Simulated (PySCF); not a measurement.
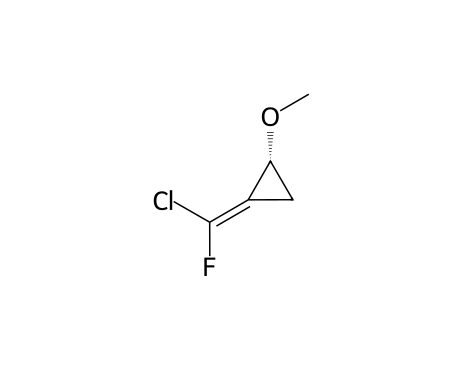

Skeletal drawing of a molecule.

Write the SMILES.

Answer. CO[C@@H]1C/C1=C(\F)Cl

What is the molecular formula?

Answer. C5H6ClFO.

An optimisation with PBE0-D3(BJ)/def2-SVP gave a structure of which point group?

Answer. C1.

The parts below concern this one geometry. Atoms keep their numbers from picture to picture. The geometry was computed by an optimisation with PBE0-D3(BJ)/def2-SVP. No frequency run is at hand to confirm it as a minimum.

**Polarisability**

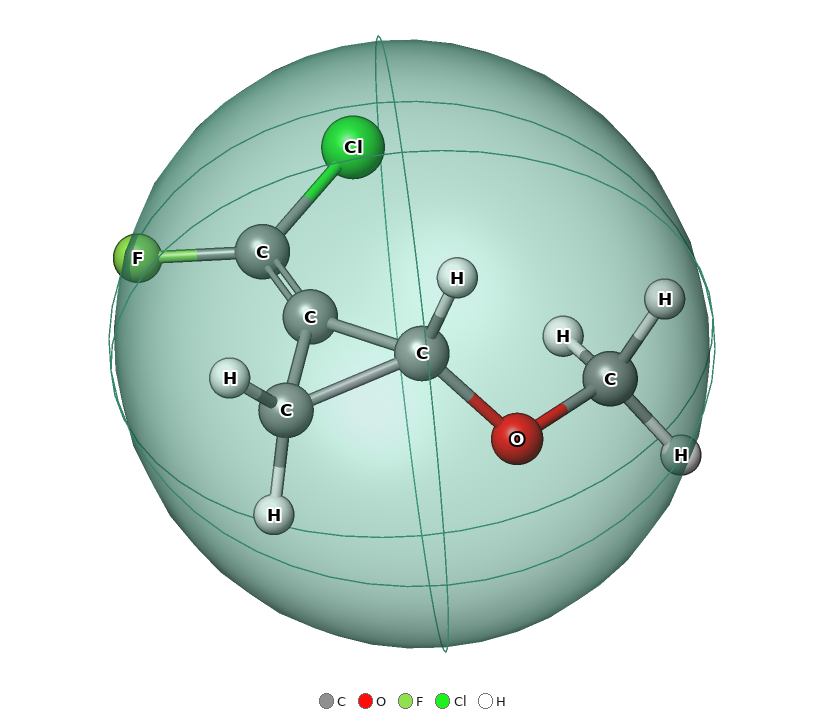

The ellipsoid shows the static dipole polarisability: its half-axes are proportional to the principal values. No frequency run is at hand to confirm it as a minimum. Level of theory: ωB97X-D/def2-SVPD in water (IEF-PCM) (PySCF 2.14.0).

How large and how anisotropic is the polarisability?

Answer. Principal values 82.8, 102.6, 133.6 bohr³; mean 106.3 bohr³ (15.76 Å³); anisotropy 44.3 bohr³, so the longest axis is 1.61 times the shortest.

**Charges**

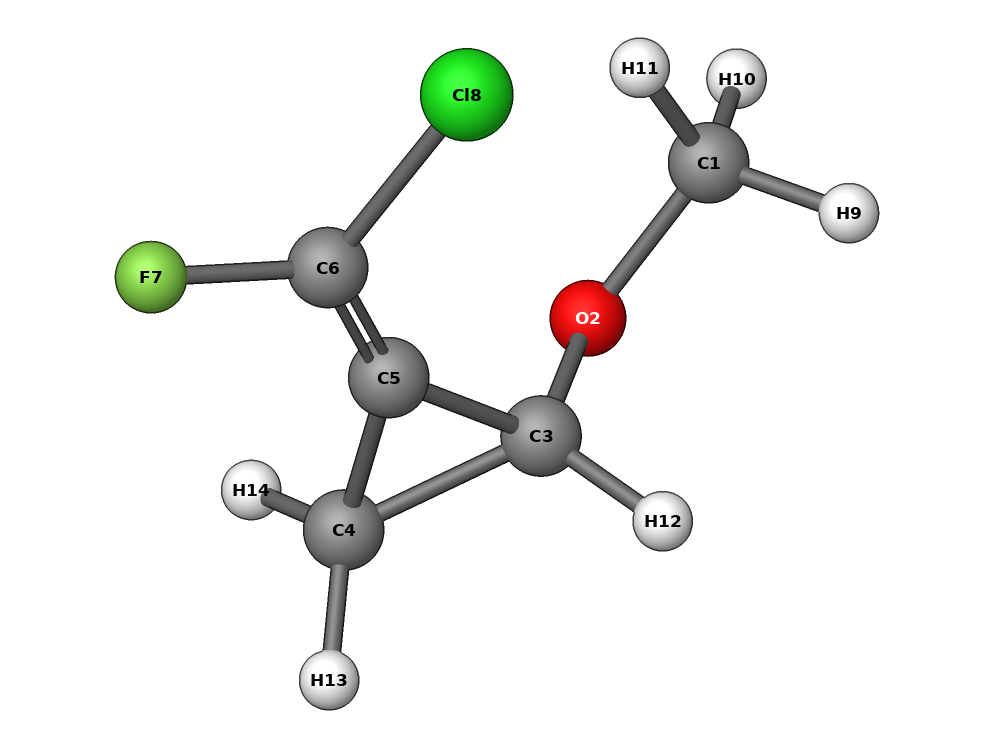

The questions are on Mulliken charges. No frequency run is at hand to confirm it as a minimum. Level of theory: PBE0/pcSseg-1 in chloroform (IEF-PCM) (PySCF 2.14.0).

Which atom carries the highest charge (most positive or least negative)?

Answer. C6 (0.26 e).

And the lowest?

Answer. O2 (−0.49 e).

List the Mulliken charges.

```json
{"atom": "C1", "value (e)": "−0.05"}
{"atom": "O2", "value (e)": "−0.49"}
{"atom": "C3", "value (e)": "0.08"}
{"atom": "C4", "value (e)": "−0.14"}
{"atom": "C5", "value (e)": "−0.15"}
{"atom": "C6", "value (e)": "0.26"}
{"atom": "F7", "value (e)": "−0.24"}
{"atom": "Cl8", "value (e)": "−0.10"}
{"atom": "H9", "value (e)": "0.10"}
{"atom": "H10", "value (e)": "0.13"}
{"atom": "H11", "value (e)": "0.11"}
{"atom": "H12", "value (e)": "0.14"}
{"atom": "H13", "value (e)": "0.17"}
{"atom": "H14", "value (e)": "0.16"}
```

**Ring current**

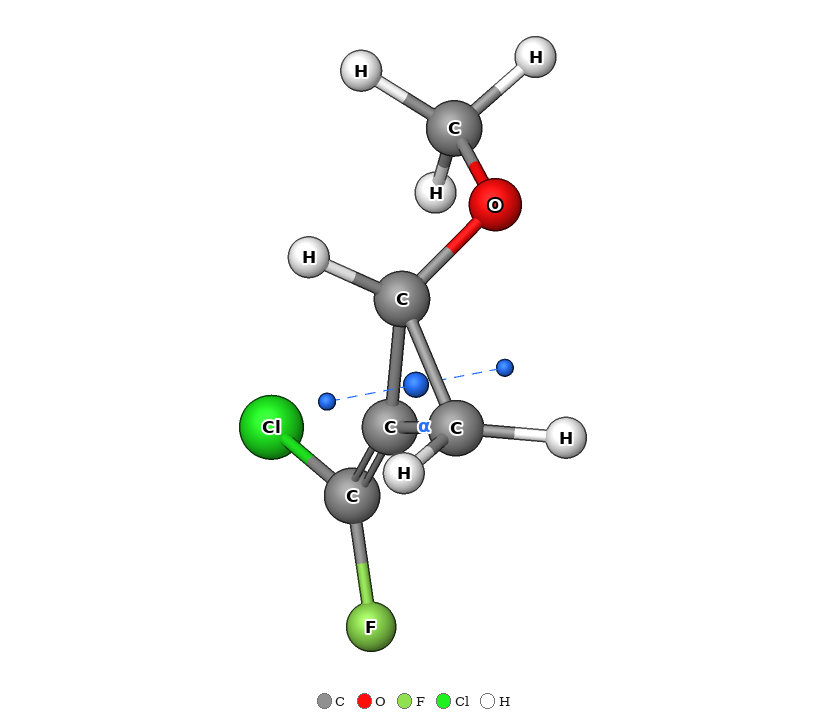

The small points mark where nucleus-independent chemical shifts (NICS) were computed: at the centre of each lettered ring and 1 Å above and below it. No frequency run is at hand to confirm it as a minimum. Method: GIAO PBE0/pcSseg-1 NMR shielding, non-relativistic, IEF-PCM chloroform (PySCF 2.14.0).

Give NICS(0), NICS(1) and the out-of-plane component NICS(1)zz for each ring (means of the two sides).

| ring | members | NICS(0) | NICS(1) | NICS(1)zz |
| --- | --- | --- | --- | --- |
| α | C3 | −33.7 | −7.6 | −16.5 |

Values in ppm.

Mulliken values depend strongly on the basis set and can even reverse the polarity of a bond.
